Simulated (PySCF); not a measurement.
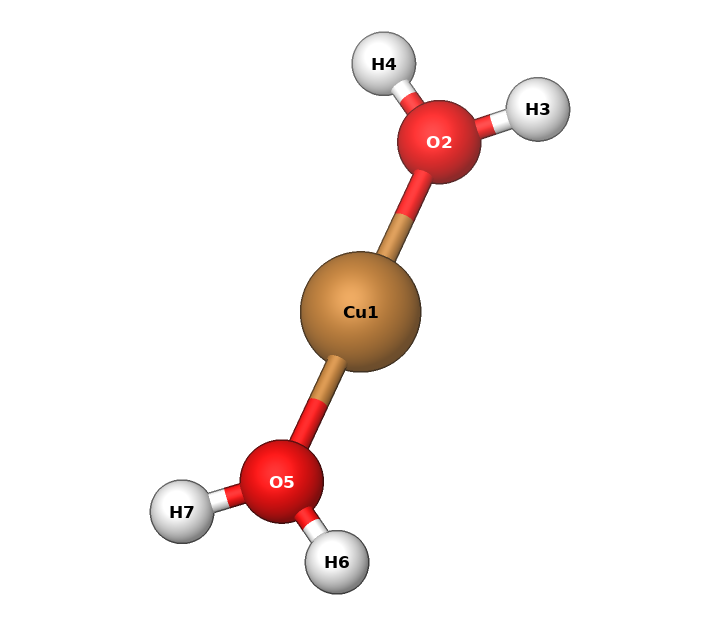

The species has charge +1 and is a spin singlet. The geometry was computed by an optimisation with PBE0-D3(BJ)/def2-SVP. No frequency run is at hand to confirm it as a minimum. Method: PBE/pcJ-1 (pcSseg-1 on Cu) indirect spin-spin coupling, non-relativistic, gas phase (PySCF 2.14.0). Isotopes: 1H, 17O.

Give the spin–spin coupling constants of these pairs, with the number of bonds between them: O2/H3, O2/H4, O5/H7, O5/H6, O2/O5, H3/H4, H6/H7.

| pair | bonds apart | J (Hz) |
| --- | --- | --- |
| O2, H3 | 1 | −101.6 |
| O2, H4 | 1 | −101.5 |
| O5, H7 | 1 | −101.6 |
| O5, H6 | 1 | −101.5 |
| O2, O5 | 2 | 1.9 |
| H3, H4 | 2 | −2.9 |
| H6, H7 | 2 | −2.9 |
